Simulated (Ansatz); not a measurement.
# Run report: BH3Cl2O, geometry relaxation (part 2 of 2)

Continued. System: BH3Cl2O. Method: RKS B3LYP/def2-SVP (Ansatz 0.2.0). It belongs to a series of runs on one base structure; here: end point A relaxed.

**Trajectory as extended XYZ, continued**
```
7
Properties=species:S:1:pos:R:3:forces:R:3 step=14 energy=-27811.58014
B    -0.0604   -0.5891    0.0231    0.0157   0.0304   0.0434
O    -0.0179   -0.6802    1.3625   -0.0125  -0.0097  -0.0512
H    -0.8757   -0.5417    1.7876    0.0162   0.0050  -0.0045
Cl    1.4271   -0.8195   -0.8885   -0.0155  -0.0135   0.0108
Cl   -1.5781   -0.2332   -0.8279   -0.0006  -0.0130  -0.0032
H     0.2750    2.7937    0.8996    0.0454  -0.1052   0.1221
H     0.4969    2.2881    1.4293   -0.0487   0.1059  -0.1174
7
Properties=species:S:1:pos:R:3:forces:R:3 step=15 energy=-27811.58186
B    -0.0519   -0.6047   -0.0006    0.0123  -0.0420   0.1193
O     0.0048   -0.6353    1.3435   -0.0566   0.0380  -0.1053
H    -0.8419   -0.4481    1.7767    0.0979  -0.0223  -0.0774
Cl    1.4169   -0.9241   -0.9208   -0.0671   0.0181   0.0598
Cl   -1.5748   -0.2644   -0.8488    0.0165   0.0072   0.0003
H     0.2391    2.8203    0.9784    0.0322  -0.0716   0.0783
H     0.4749    2.2742    1.4572   -0.0352   0.0726  -0.0750
7
Properties=species:S:1:pos:R:3:forces:R:3 step=16 energy=-27811.58302
B    -0.0499   -0.6234   -0.0117    0.0496   0.0318   0.0783
O     0.0191   -0.6074    1.3316   -0.0625   0.0087  -0.0845
H    -0.8209   -0.3956    1.7666    0.0950  -0.0265  -0.0791
Cl    1.4107   -0.9805   -0.9336   -0.0947   0.0035   0.0752
Cl   -1.5724   -0.2798   -0.8594    0.0148  -0.0182   0.0052
H     0.2201    2.8516    1.0390    0.0637  -0.1556   0.1213
H     0.4603    2.2530    1.4531   -0.0658   0.1562  -0.1165
7
Properties=species:S:1:pos:R:3:forces:R:3 step=17 energy=-27811.58426
B    -0.0473   -0.6220   -0.0183    0.0274  -0.0514   0.0414
O     0.0271   -0.5848    1.3233   -0.0255   0.0283  -0.0641
H    -0.8109   -0.3672    1.7568    0.0499  -0.0098  -0.0452
Cl    1.4055   -1.0138   -0.9368   -0.0692   0.0267   0.0542
Cl   -1.5745   -0.3013   -0.8663    0.0191   0.0049   0.0070
H     0.2117    2.8722    1.0870    0.0849  -0.2163   0.1312
H     0.4554    2.2348    1.4398   -0.0866   0.2176  -0.1245
7
Properties=species:S:1:pos:R:3:forces:R:3 step=18 energy=-27811.58768
B    -0.0638   -0.6767   -0.0437   -0.0438   0.0199   0.0068
O     0.0158   -0.5639    1.2915    0.0088   0.0414   0.0025
H    -0.8253   -0.3429    1.7142   -0.0090  -0.0175   0.0059
Cl    1.3997   -1.0376   -0.9470    0.0230  -0.0253  -0.0276
Cl   -1.6091   -0.4623   -0.8944    0.0239  -0.0083   0.0050
H     0.2704    3.0012    1.2281    0.0036  -0.0097   0.0082
H     0.4794    2.3001    1.4370   -0.0064  -0.0005  -0.0007
7
Properties=species:S:1:pos:R:3:forces:R:3 step=19 energy=-27811.58955
B    -0.0612   -0.6822   -0.0589   -0.0254   0.0314  -0.0611
O     0.0361   -0.4959    1.2648   -0.0153  -0.0049   0.1223
H    -0.8080   -0.2863    1.6881    0.0115   0.0229   0.0119
Cl    1.3897   -1.0978   -0.9574    0.0379  -0.0233  -0.0520
Cl   -1.6163   -0.5037   -0.8969   -0.0058  -0.0213  -0.0249
H     0.2551    2.9900    1.2648   -0.0004   0.0141   0.0084
H     0.4716    2.2939    1.4810   -0.0024  -0.0189  -0.0046
7
Properties=species:S:1:pos:R:3:forces:R:3 step=20 energy=-27811.58126 accepted=F
B    -0.0657   -0.7069   -0.0967   -0.1534  -0.0356   0.2563
O     0.0522   -0.3880    1.2109   -0.0754  -0.0613  -0.3802
H    -0.7940   -0.1732    1.6268   -0.0109   0.0371   0.0261
Cl    1.3743   -1.1886   -0.9775    0.0376   0.0291  -0.0343
Cl   -1.6505   -0.6885   -0.9192    0.2022   0.0321   0.1286
H     0.2934    3.0641    1.4417    0.1628  -0.7572   0.0671
H     0.4573    2.2992    1.4996   -0.1628   0.7559  -0.0636
7
Properties=species:S:1:pos:R:3:forces:R:3 step=21 energy=-27811.57926 accepted=F
B    -0.0554   -0.6650   -0.0671   -0.0370  -0.3174   0.2764
O     0.0319   -0.4915    1.2693   -0.0270   0.2363  -0.3318
H    -0.7970   -0.1914    1.6738    0.0954  -0.1285  -0.0464
Cl    1.3878   -1.1137   -0.9741   -0.0449   0.0929   0.0985
Cl   -1.6186   -0.5656   -0.9034    0.0142   0.1201  -0.0046
H     0.2597    2.9861    1.3409    0.0049  -0.0166   0.0074
H     0.4586    2.2590    1.4462   -0.0055   0.0133   0.0004
7
Properties=species:S:1:pos:R:3:forces:R:3 step=22 energy=-27811.59127
B    -0.0626   -0.6880   -0.0644   -0.0158   0.0109  -0.0406
O     0.0376   -0.4770    1.2565   -0.0058   0.0068   0.0582
H    -0.8045   -0.2572    1.6782    0.0028   0.0134   0.0112
Cl    1.3877   -1.1118   -0.9623    0.0206  -0.0142  -0.0253
Cl   -1.6211   -0.5406   -0.9026    0.0005  -0.0123  -0.0084
H     0.2649    3.0044    1.3099    0.0038  -0.0034   0.0112
H     0.4651    2.2881    1.4703   -0.0060  -0.0011  -0.0063
7
Properties=species:S:1:pos:R:3:forces:R:3 step=23 energy=-27811.59127 accepted=F
B    -0.0629   -0.6974   -0.0785   -0.0005   0.0020   0.0675
O     0.0489   -0.4177    1.2332   -0.0171  -0.0190  -0.1389
H    -0.7901   -0.1813    1.6524    0.0043   0.0034  -0.0020
Cl    1.3814   -1.1573   -0.9729   -0.0212   0.0114   0.0310
Cl   -1.6308   -0.6137   -0.9110    0.0340   0.0005   0.0360
H     0.2766    3.0188    1.4056    0.0848  -0.3796   0.0326
H     0.4439    2.2667    1.4567   -0.0843   0.3813  -0.0262
7
Properties=species:S:1:pos:R:3:forces:R:3 step=24 energy=-27811.59234
B    -0.0611   -0.6824   -0.0680    0.0059  -0.0501   0.0294
O     0.0410   -0.4524    1.2519    0.0130   0.0201  -0.0489
H    -0.7993   -0.2222    1.6714   -0.0034   0.0047   0.0071
Cl    1.3868   -1.1238   -0.9649   -0.0077   0.0147   0.0126
Cl   -1.6227   -0.5650   -0.9037   -0.0066   0.0111  -0.0072
H     0.2683    2.9975    1.3508    0.0017   0.0027   0.0068
H     0.4541    2.2663    1.4481   -0.0029  -0.0033   0.0002
7
Properties=species:S:1:pos:R:3:forces:R:3 step=25 energy=-27811.59293
B    -0.0630   -0.6974   -0.0743    0.0263   0.0685   0.0785
O     0.0478   -0.4192    1.2378   -0.0078  -0.0380  -0.1330
H    -0.7904   -0.1772    1.6556    0.0024  -0.0047  -0.0021
Cl    1.3840   -1.1438   -0.9711   -0.0249  -0.0114   0.0343
Cl   -1.6282   -0.6011   -0.9072    0.0034  -0.0182   0.0156
H     0.2733    2.9998    1.3934    0.0282  -0.1188   0.0166
H     0.4435    2.2569    1.4514   -0.0276   0.1227  -0.0099
7
Properties=species:S:1:pos:R:3:forces:R:3 step=26 energy=-27811.59477
B    -0.0651   -0.7073   -0.0871   -0.0024  -0.0049  -0.0149
O     0.0512   -0.3914    1.2127   -0.0179   0.0121   0.0195
H    -0.7868   -0.1500    1.6321    0.0210  -0.0028  -0.0118
Cl    1.3793   -1.1770   -0.9742   -0.0035  -0.0020   0.0014
Cl   -1.6379   -0.6564   -0.9093    0.0018  -0.0054  -0.0005
H     0.2842    3.0221    1.4535    0.0002  -0.0016   0.0052
H     0.4420    2.2779    1.4579    0.0008   0.0045   0.0011
7
Properties=species:S:1:pos:R:3:forces:R:3 step=27 energy=-27811.59625
B    -0.0710   -0.7347   -0.1111   -0.0419  -0.0050   0.0199
O     0.0567   -0.3370    1.1662   -0.0365  -0.0033  -0.0338
H    -0.7796   -0.0892    1.5855    0.0216  -0.0010  -0.0224
Cl    1.3699   -1.2374   -0.9850   -0.0002   0.0043  -0.0048
Cl   -1.6563   -0.7646   -0.9160    0.0556   0.0036   0.0369
H     0.2950    3.0628    1.5552    0.0215  -0.1060  -0.0049
H     0.4524    2.3181    1.4908   -0.0201   0.1074   0.0092
7
Properties=species:S:1:pos:R:3:forces:R:3 step=28 energy=-27811.59658
B    -0.0756   -0.7578   -0.1238   -0.0662   0.0432  -0.0148
O     0.0587   -0.3010    1.1330   -0.0453  -0.0313  -0.0355
H    -0.7770   -0.0486    1.5506    0.0166   0.0023  -0.0211
Cl    1.3646   -1.2729   -0.9912   -0.0021  -0.0093  -0.0012
Cl   -1.6679   -0.8358   -0.9166    0.0955  -0.0048   0.0693
H     0.3020    3.0869    1.6255    0.0359  -0.1714  -0.0246
H     0.4622    2.3472    1.5081   -0.0344   0.1713   0.0279
7
Properties=species:S:1:pos:R:3:forces:R:3 step=29 energy=-27811.59725
B    -0.0757   -0.7532   -0.1280   -0.0622  -0.0273   0.0183
O     0.0567   -0.2888    1.1261   -0.0188  -0.0041  -0.0504
H    -0.7797   -0.0340    1.5403    0.0055   0.0023  -0.0120
Cl    1.3645   -1.2768   -0.9906   -0.0010   0.0121  -0.0035
Cl   -1.6697   -0.8572   -0.9117    0.0754   0.0155   0.0436
H     0.3004    3.0805    1.6408    0.0246  -0.1048  -0.0175
H     0.4705    2.3475    1.5087   -0.0236   0.1063   0.0214
7
Properties=species:S:1:pos:R:3:forces:R:3 step=30 energy=-27811.59803
B    -0.0788   -0.7628   -0.1325    0.0065  -0.0012   0.0017
O     0.0549   -0.2737    1.1112   -0.0067   0.0021  -0.0022
H    -0.7822   -0.0156    1.5214    0.0022   0.0010  -0.0015
Cl    1.3636   -1.2837   -0.9937   -0.0019  -0.0005  -0.0009
Cl   -1.6718   -0.8884   -0.9059   -0.0016  -0.0027   0.0001
H     0.3074    3.0862    1.6589   -0.0019   0.0067   0.0040
H     0.4739    2.3559    1.5263    0.0033  -0.0053  -0.0011
7
Properties=species:S:1:pos:R:3:forces:R:3 step=31 energy=-27811.59845
B    -0.0833   -0.7785   -0.1449    0.0226   0.0268   0.0621
O     0.0534   -0.2437    1.0814   -0.0138  -0.0293  -0.0762
H    -0.7842    0.0179    1.4881   -0.0032   0.0008   0.0017
Cl    1.3599   -1.3088   -0.9993   -0.0073   0.0020   0.0052
Cl   -1.6798   -0.9533   -0.9011    0.0001  -0.0002   0.0059
H     0.3160    3.1052    1.7067   -0.0020   0.0059   0.0046
H     0.4850    2.3792    1.5547    0.0036  -0.0061  -0.0033
7
Properties=species:S:1:pos:R:3:forces:R:3 step=32 energy=-27811.59867
B    -0.0873   -0.7884   -0.1536    0.0271   0.0498   0.1017
O     0.0489   -0.2141    1.0562   -0.0200  -0.0569  -0.1318
H    -0.7905    0.0481    1.4587   -0.0064   0.0004   0.0060
Cl    1.3588   -1.3209   -1.0019   -0.0116   0.0035   0.0098
Cl   -1.6857   -1.0116   -0.8936    0.0095   0.0033   0.0133
H     0.3238    3.1121    1.7467   -0.0031   0.0138   0.0064
H     0.4991    2.3928    1.5730    0.0045  -0.0138  -0.0054
7
Properties=species:S:1:pos:R:3:forces:R:3 step=33 energy=-27811.59887
B    -0.0889   -0.7909   -0.1561    0.0198   0.0467   0.0857
O     0.0450   -0.2005    1.0458   -0.0191  -0.0510  -0.1131
H    -0.7959    0.0599    1.4465   -0.0040   0.0005   0.0071
Cl    1.3595   -1.3209   -1.0016   -0.0082   0.0011   0.0073
Cl   -1.6875   -1.0365   -0.8888    0.0104   0.0020   0.0117
H     0.3281    3.1113    1.7625   -0.0023   0.0135   0.0060
H     0.5068    2.3956    1.5772    0.0034  -0.0127  -0.0047
7
Properties=species:S:1:pos:R:3:forces:R:3 step=34 energy=-27811.59930
B    -0.0944   -0.7997   -0.1653   -0.0162   0.0240   0.0471
O     0.0313   -0.1626    1.0121   -0.0307  -0.0314  -0.0712
H    -0.8142    0.0894    1.4090    0.0085   0.0009   0.0064
Cl    1.3613   -1.3224   -1.0015   -0.0002  -0.0025  -0.0034
Cl   -1.6929   -1.1156   -0.8749    0.0382   0.0081   0.0193
H     0.3472    3.1174    1.8142    0.0103  -0.0288  -0.0086
H     0.5286    2.4116    1.5920   -0.0098   0.0298   0.0104
7
Properties=species:S:1:pos:R:3:forces:R:3 step=35 energy=-27811.59950
B    -0.0988   -0.8073   -0.1734    0.0123   0.0290   0.0619
O     0.0223   -0.1335    0.9843   -0.0373  -0.0384  -0.0742
H    -0.8258    0.1122    1.3801    0.0150   0.0021   0.0031
Cl    1.3612   -1.3287   -1.0033    0.0005   0.0020  -0.0005
Cl   -1.6938   -1.1736   -0.8625    0.0085   0.0045   0.0081
H     0.3664    3.1263    1.8520    0.0221  -0.0836  -0.0289
H     0.5355    2.4226    1.6084   -0.0212   0.0843   0.0304
7
Properties=species:S:1:pos:R:3:forces:R:3 step=36 energy=-27811.59964
B    -0.1024   -0.8162   -0.1766    0.0038   0.0726   0.0337
O     0.0132   -0.1121    0.9637   -0.0416  -0.0657  -0.0731
H    -0.8367    0.1280    1.3587    0.0119   0.0040   0.0034
Cl    1.3625   -1.3268   -1.0050   -0.0045  -0.0095   0.0079
Cl   -1.6948   -1.2177   -0.8543    0.0288  -0.0017   0.0271
H     0.3849    3.1330    1.8747    0.0114  -0.0471  -0.0160
H     0.5403    2.4298    1.6243   -0.0099   0.0474   0.0170
7
Properties=species:S:1:pos:R:3:forces:R:3 step=37 energy=-27811.59763 accepted=F
B    -0.1132   -0.8197   -0.1992   -0.0800  -0.0263   0.1436
O    -0.0165   -0.0485    0.9026   -0.0975  -0.1328  -0.2368
H    -0.8727    0.1692    1.2975    0.0095   0.0113   0.0013
Cl    1.3672   -1.3262   -1.0038   -0.0404   0.0353  -0.0050
Cl   -1.6969   -1.3580   -0.8248    0.2059   0.1132   0.0970
H     0.4423    3.1512    1.9421   -0.0043   0.0187   0.0096
H     0.5567    2.4500    1.6712    0.0068  -0.0194  -0.0098
7
Properties=species:S:1:pos:R:3:forces:R:3 step=38 energy=-27811.59737 accepted=F
B    -0.1074   -0.8146   -0.1833   -0.0414  -0.3011  -0.3973
O    -0.0040   -0.0858    0.9270   -0.0372   0.2692   0.3950
H    -0.8571    0.1424    1.3226    0.0251   0.0177   0.0176
Cl    1.3649   -1.3221   -1.0010    0.0119  -0.0040  -0.0288
Cl   -1.6944   -1.2858   -0.8344    0.0393   0.0186   0.0129
H     0.4177    3.1430    1.9095    0.0006  -0.0106  -0.0027
H     0.5473    2.4410    1.6450    0.0016   0.0102   0.0033
7
Properties=species:S:1:pos:R:3:forces:R:3 step=39 energy=-27811.60006
B    -0.1048   -0.8149   -0.1809   -0.0108  -0.0140  -0.0196
O     0.0030   -0.0983    0.9497   -0.0263  -0.0015  -0.0021
H    -0.8490    0.1355    1.3441    0.0107   0.0053   0.0044
Cl    1.3645   -1.3220   -1.0037   -0.0025   0.0019   0.0006
Cl   -1.6937   -1.2516   -0.8459    0.0275   0.0082   0.0156
H     0.3996    3.1352    1.8897    0.0028  -0.0081  -0.0023
H     0.5474    2.4341    1.6326   -0.0014   0.0083   0.0035
```

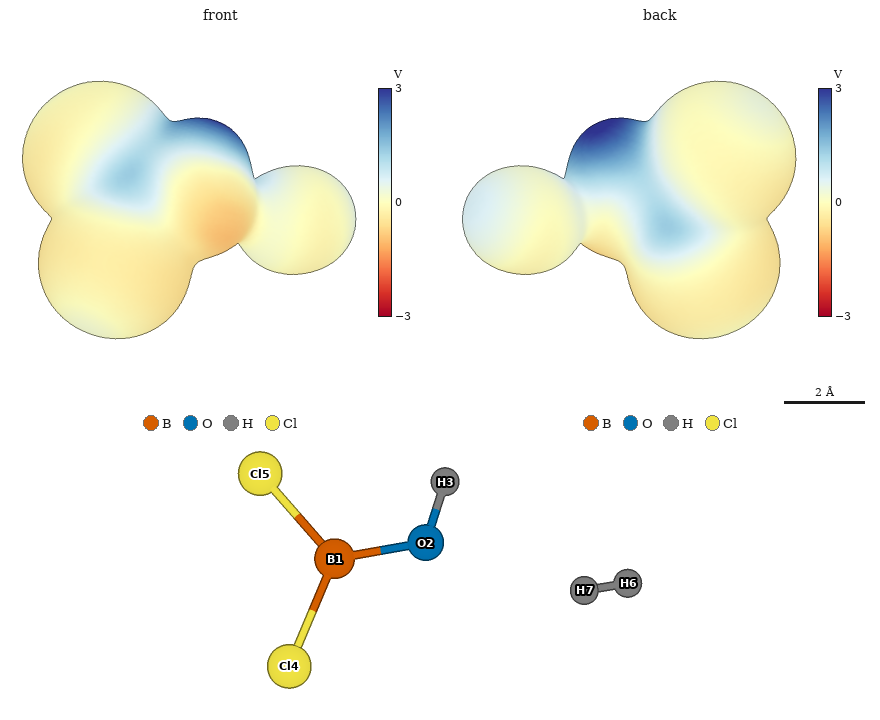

**Figure 1.** The molecular electrostatic potential painted on the density surface at 0.002 e/bohr³, seen at a tilt and from behind; the colour scale runs from red (negative) to blue (positive). The bare structure is drawn below in the same view. A positive charge is drawn to the negative regions and a negative charge to the positive ones.

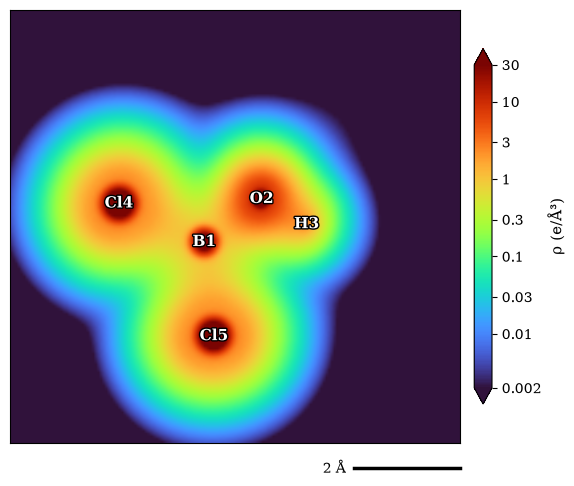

**Figure 2.** Total electron density on the plane of atoms B1, O2 and H3. B–O (1.34 Å): ρ is about 2.2 e/Å³ halfway. B–Cl (1.76 Å): ρ is about 1.3 e/Å³ halfway. O–H (0.97 Å): ρ at the midpoint is about 3.7 e/Å³, with its minimum of 2.3 e/Å³ about 0.8 Å from O.

The run was set up as follows.

**Input**
```yaml
crystal:
  periodic: [false, false, false]
  atoms:
    - { symbol: B, position_ang: [-0.022733, -0.268272, 0.107882] }
    - { symbol: O, position_ang: [0.006836, -0.473719, 1.464793] }
    - { symbol: H, position_ang: [-0.872642, -0.437889, 1.865952] }
    - { symbol: Cl, position_ang: [1.484441, -0.390195, -0.786407] }
    - { symbol: Cl, position_ang: [-1.549133, 0.019355, -0.747908] }
    - { symbol: H, position_ang: [0.279633, 2.056704, 0.627894] }
    - { symbol: H, position_ang: [0.340598, 1.712017, 1.253394] }
basis:
  gaussian: { orbitals: def2-SVP }
hamiltonian:
  xc: b3lyp
relax:
  f_tol: 0.03
  max_steps: 50
output:
  orbitals: {}
```

Launched with:
```bash
ansatz run input.yaml --threads 1 --pin off --max-ram 2048MiB --backend cpu --events-out ev --progress --plain --runs-dir out
```

**Results in brief**

```json
{"quantity": "outcome", "value": "converged"}
{"quantity": "total energy", "value": "−27811.6003 eV"}
{"quantity": "mean-field energy", "value": "−27811.6003 eV"}
{"quantity": "largest force (length of the vector) at the end", "value": "0.033 eV/Å"}
{"quantity": "hardware", "value": "1 thread of Intel Xeon @ 2.50GHz (Skylake/Cascade Lake), 32 GiB of memory available, shared host"}
{"quantity": "wall time", "value": "3.2 min"}
{"quantity": "peak memory", "value": "0.17 GiB"}
```
